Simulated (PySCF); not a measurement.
SMILES c1cccc([CH2])c1, doublet at its GFN2-xTB optimised geometry (Å):

```
14

C     -1.4282    -1.8023     0.0029
C     -0.7084    -0.6266     0.0000
C     -1.3565     0.6410    -0.0020
C     -0.6325     1.8055    -0.0022
C      0.7601     1.7737    -0.0008
C      1.4224     0.5483     0.0000
C      0.7153    -0.6266     0.0000
H     -2.5030    -1.7981     0.0068
H     -0.9357    -2.7580     0.0057
H     -2.4364     0.6665    -0.0029
H     -1.1433     2.7580    -0.0033
H      1.3235     2.6944    -0.0004
H      2.5030     0.5271     0.0007
H      1.2297    -1.5765     0.0007
```

Computed with unrestricted CAM-B3LYP/def2-TZVP run with PySCF. Cells within 0.4 Å of a nucleus heavier than hydrogen are left out (blank, or x).

Map of the deformation density (molecule minus spherical neutral atoms) (e/bohr³) on the plane z = 0.0 Å:

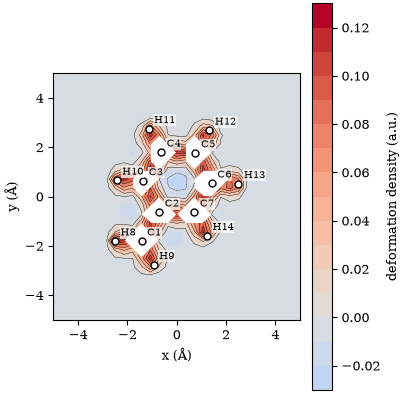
Fig. 1. Deformation density (molecule minus spherical neutral atoms) (e/bohr³) on the plane z = 0.0 Å.
